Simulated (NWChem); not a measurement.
# InCl2F (SMILES [F][In]([Cl])[Cl]) at HF/3-21G

What is the adiabatic ionisation energy of InCl2F at HF/3-21G? 

The calculation is run with NWChem 7.3.0.

1 further run of the same task is left out (set aside as unsound or not needed).

## 1. The molecule

InCl2F has 4 atoms, charge 0, and is taken as a singlet. SMILES: `[F][In]([Cl])[Cl]`. The shape is that of a PBE0-D4/def2-TZVP optimisation. The run starts from this shape.

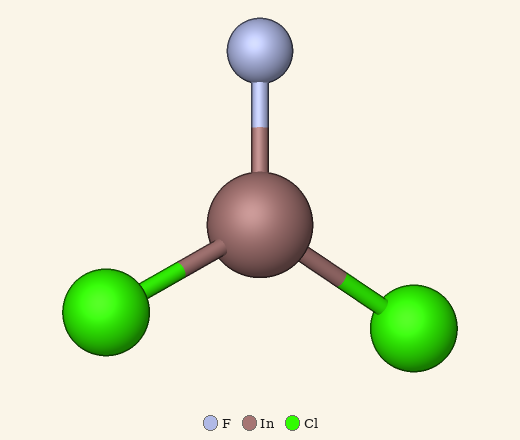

Viewed from a chosen angle; fluorine light blue, indium brown, chlorine green.

## 2. A structure relaxation at HF/3-21G

cl2fin.nw

```
start cl2fin
title "Cl2FIn"
memory 2200 mb

geometry units angstroms
 F        0.230900       0.992100       1.678900
 In       0.019100       0.009200       0.035600
 Cl       1.200200      -1.933300      -0.195800
 Cl      -1.394700       0.871700      -1.539000
end

basis spherical bse
 F library 3-21G
 In library 3-21G
 Cl library 3-21G
end

scf
 thresh 1e-07
 maxiter 80
 print low
end

driver
 maxiter 60
end

freq
 temp 3 298.15 400 700
end

task scf optimize
task scf frequencies
```

Run with:

```console
$ nwchem cl2fin.nw > cl2fin.out
```

Log:

```text
[...]
 Group name             C2v
[...]
  functions       =    66
[...]
  wavefunction    = RHF
[...]
         Total SCF energy =  -6728.397422854913
[...]
@    0   -6728.39742285  0.0D+00  0.03143  0.01375  0.00000  0.00000      4.1
[...]
         Total SCF energy =  -6728.400815301815
[...]
@    1   -6728.40270493 -5.3D-03  0.00865  0.00315  0.05172  0.11669      9.8
[...]
@    3   -6728.40297367 -1.4D-05  0.00132  0.00038  0.01097  0.01687     20.5
[...]
         Total SCF energy =  -6728.402977308730
[...]
@    4   -6728.40297731 -3.6D-06  0.00003  0.00001  0.00291  0.00561     25.7
[...]
         Total SCF energy =  -6728.402977315675
[...]
         Total SCF energy =  -6728.402977315675
[...]
                         RHF ENERGY GRADIENTS
    atom               coordinates                        gradient
                 x          y          z           x          y          z
   1 F       0.000000   0.000000   4.053561    0.000000   0.000000  -0.000001
   2 In      0.000000   0.000000   0.474160    0.000000   0.000000  -0.000001
   3 Cl      3.936719   0.000000  -1.677707   -0.000001   0.000000   0.000001
   4 Cl     -3.936719   0.000000  -1.677707    0.000001   0.000000   0.000001
[...]
@    5   -6728.40297732 -6.9D-09  0.00000  0.00000  0.00008  0.00013     28.6
[...]
      Optimization converged
[...]
@    5   -6728.40297732 -6.9D-09  0.00000  0.00000  0.00008  0.00013     28.6
[...]
         Total SCF energy =  -6728.402977311119
      One-electron energy = -10442.446859487474
      Two-electron energy =   3138.784048417622
 Nuclear repulsion energy =    575.259833758734
        Time for solution =      0.8s
[...]
 Zero-Point correction to Energy  =    2.704 kcal/mol  (  0.004310 au)
 Thermal correction to Energy     =   12.943 kcal/mol  (  0.020625 au)
 Thermal correction to Enthalpy   =   14.333 kcal/mol  (  0.022841 au)
 Total Entropy                    =   96.016 cal/mol-K
   - Translational                =   46.060 cal/mol-K (mol. weight = 203.8402)
   - Rotational                   =   29.481 cal/mol-K (symmetry #  =        2)
   - Vibrational                  =   20.475 cal/mol-K
 Cv (constant volume heat capacity) =   17.295 cal/mol-K
   - Translational                  =    2.979 cal/mol-K
   - Rotational                     =    2.979 cal/mol-K
   - Vibrational                    =   11.336 cal/mol-K
[...]
 Normal Eigenvalue ||           Projected Infra Red Intensities
  Mode   [cm**-1]  || [atomic units] [(debye/angs)**2] [(KM/mol)] [arbitrary]
 ------ ---------- || -------------- ----------------- ---------- -----------
    1       -0.000 ||    0.000000           0.000         0.000       0.000
    2       -0.000 ||    0.000017           0.000         0.017       0.008
    3       -0.000 ||    0.000031           0.001         0.031       0.015
    4       -0.000 ||    0.000068           0.002         0.066       0.032
    5        0.000 ||    0.000046           0.001         0.044       0.021
    6        0.000 ||    0.000034           0.001         0.033       0.016
    7       99.455 ||    0.019625           0.453        19.131       9.168
    8      120.572 ||    0.057067           1.317        55.632      26.660
    9      156.218 ||    0.043298           0.999        42.209      20.227
   10      366.774 ||    0.010563           0.244        10.297       4.935
   11      408.159 ||    0.071862           1.658        70.054      33.571
   12      741.440 ||    0.054261           1.252        52.896      25.349
 ----------------------------------------------------------------------------
[...]
```

It took 43 s on 1 thread of AMD EPYC 9R45 (Zen 5), shared host; peak memory 0.12 GiB.

Steps, from the record of the run:

| step | energy from the first frame kept (eV) |
| --- | --- |
| 0 | 0.0000 |
| 1 | -0.1437 |
| 2 | -0.1507 |
| 3 | -0.1510 |
| 4 | -0.1511 |
| 5 | -0.1511 |

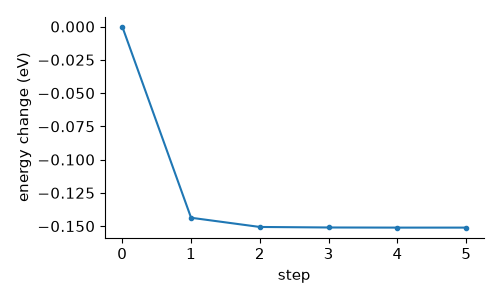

Energy along the run.

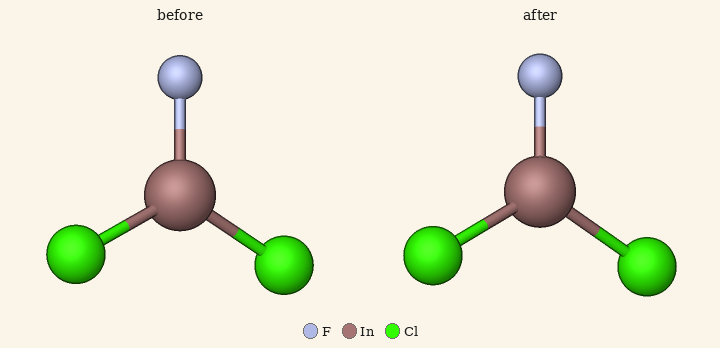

Before and after, at one scale.

After the run. Bond lengths: F1–In2 1.894 Å, In2–Cl3 2.374 Å, In2–Cl4 2.374 Å. Angles: F1–In2–Cl3 118.7°, F1–In2–Cl4 118.7°, Cl3–In2–Cl4 122.7°.

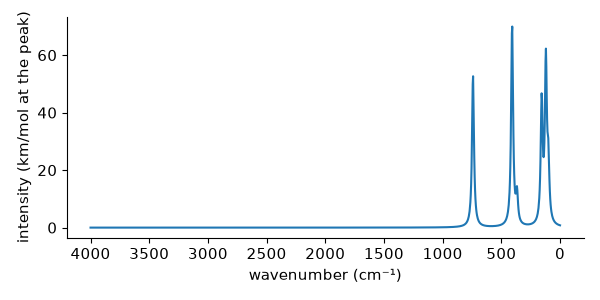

Harmonic infrared spectrum, unscaled, lines broadened by 10 cm⁻¹.

## 3. The doublet cation: a structure relaxation at UHF/3-21G

geom.nw

```
echo
start geom
title "Cl2FIn hf"
memory 2200 mb
charge 1
geometry units atomic noautosym
  F    0.43633776   1.87479729   3.17266119
  In   0.03609377   0.01738548   0.06727425
  Cl   2.26804929  -3.65340752  -0.37000838
  Cl  -2.63560103   1.64727426  -2.90828851
end
basis "ao basis" spherical bse
  * library 3-21G
end
scf
  doublet
  uhf
  thresh 1e-07
  maxiter 80
  print low
end
driver
  maxiter 60
end
freq
  temp 2 298.15 573.15
end
task scf optimize
task scf frequencies
```

Run with:

```console
$ nwchem geom.nw > geom.out
```

Log (excerpt; [...] marks lines left out):

```text
[...]
  functions       =    66
[...]
  wavefunction    = UHF
[...]
         Total SCF energy =  -6727.971258776423
[...]
@    0   -6727.97125878  0.0D+00  0.09011  0.02820  0.00000  0.00000     34.7
[...]
         Total SCF energy =  -6727.988176075144
[...]
@    1   -6728.00450047 -3.3D-02  0.02948  0.01131  0.14508  0.25983     49.1
[...]
@    9   -6728.01667737 -7.3D-07  0.00013  0.00004  0.00305  0.00530    135.8
[...]
         Total SCF energy =  -6728.016677530090
[...]
@   10   -6728.01667753 -1.6D-07  0.00002  0.00001  0.00187  0.00329    141.2
[...]
         Total SCF energy =  -6728.016677531976
      One electron energy = -10370.443683135112
      Two electron energy =   3092.934863015701
 Nuclear repulsion energy =    549.492142587437
                       Sz =      0.5000
                 Sz(Sz+1) =      0.7500
                      S^2 =      0.7517
[...]
         Total SCF energy =  -6728.016677531976
[...]
                         UHF ENERGY GRADIENTS
    atom               coordinates                        gradient
                 x          y          z           x          y          z
   1 F       0.031509   2.603944   3.355094   -0.000000   0.000000   0.000000
   2 In      0.611188  -0.048532   1.091061    0.000001  -0.000001  -0.000000
   3 Cl      2.152730  -3.752461  -0.689865   -0.000000   0.000001   0.000000
   4 Cl     -2.666514   1.795238  -2.756362   -0.000000   0.000000  -0.000000
[...]
@   11   -6728.01667753 -1.9D-09  0.00000  0.00000  0.00011  0.00018    145.1
[...]
      Optimization converged
[...]
@   11   -6728.01667753 -1.9D-09  0.00000  0.00000  0.00011  0.00018    145.1
[...]
         Total SCF energy =  -6728.016677531976
[...]
```

It took 2.7 min on 1 thread of AMD EPYC 9R45 (Zen 5), shared host; peak memory 0.12 GiB.

The path in brief:

| step | energy from the first frame kept (eV) |
| --- | --- |
| 0 | 0.0000 |
| 1 | -0.9046 |
| 2 | -1.1696 |
| 3 | -1.2237 |
| 4 | -1.2310 |
| 5 | -1.2337 |
| 6 | -1.2354 |
| 7 | -1.2359 |
| 8 | -1.2359 |
| 9 | -1.2359 |
| 10 | -1.2359 |
| 11 | -1.2359 |

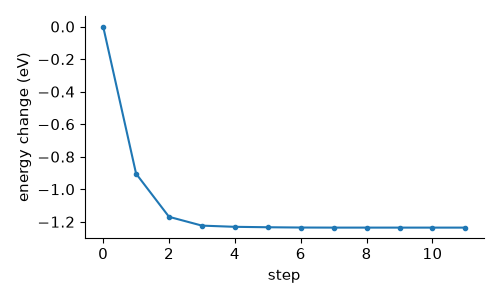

Energy along the run.

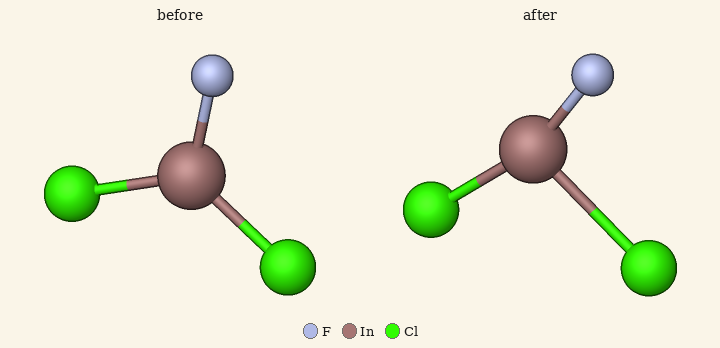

Before and after, at one scale.

After the run. Bond lengths: F1–In2 1.871 Å, In2–Cl3 2.323 Å, In2–Cl4 2.847 Å. Angles: F1–In2–Cl3 161.9°, F1–In2–Cl4 95.8°, Cl3–In2–Cl4 102.3°.

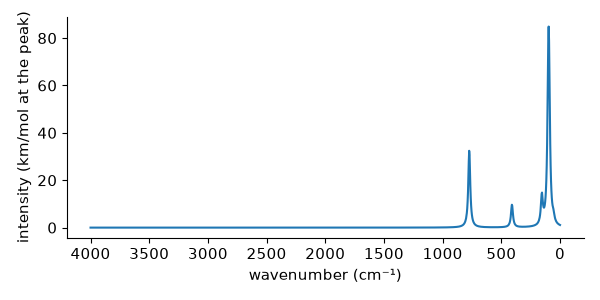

Harmonic infrared spectrum, unscaled, lines broadened by 10 cm⁻¹.

## 4. What came out

At HF/3-21G:

| quantity | value |
| --- | --- |
| run 1, HF/3-21G: total energy at the end | -6728.40298 Eh |
| run 1, HF/3-21G: lowest harmonic wavenumber | 99 cm⁻¹ |
| run 1, HF/3-21G: highest harmonic wavenumber | 741 cm⁻¹ |
| run 1, HF/3-21G: zero-point energy | 11.3 kJ/mol |
| run 1, HF/3-21G: ideal-gas entropy at 298.15 K (symmetry number 2 as used) | 80.2 cal/(mol K) |
| doublet cation: total energy at the end | -6728.01668 Eh |
| doublet cation: ⟨S²⟩ | 0.752 |
| doublet cation: lowest harmonic wavenumber | 56 cm⁻¹ |
| doublet cation: highest harmonic wavenumber | 773 cm⁻¹ |
| doublet cation: zero-point energy | 9.5 kJ/mol |
| adiabatic ionisation energy (to the doublet cation, no zero-point term) | 10.512 eV |

What this shows: The adiabatic ionisation energy (to the doublet cation, no zero-point term) is 10.51 eV (242 kcal/mol). All 6 modes (run 1, HF/3-21G) are real, so the shape is a minimum at this level. The optimisation (run 1, HF/3-21G) took 6 steps and changed the energy by -0.151 eV. Relativity is left out (run 1, HF/3-21G) although the molecule holds a heavy atom. All 6 modes (doublet cation) are real, so the shape is a minimum at this level. The optimisation (doublet cation) took 12 steps and changed the energy by -1.236 eV.
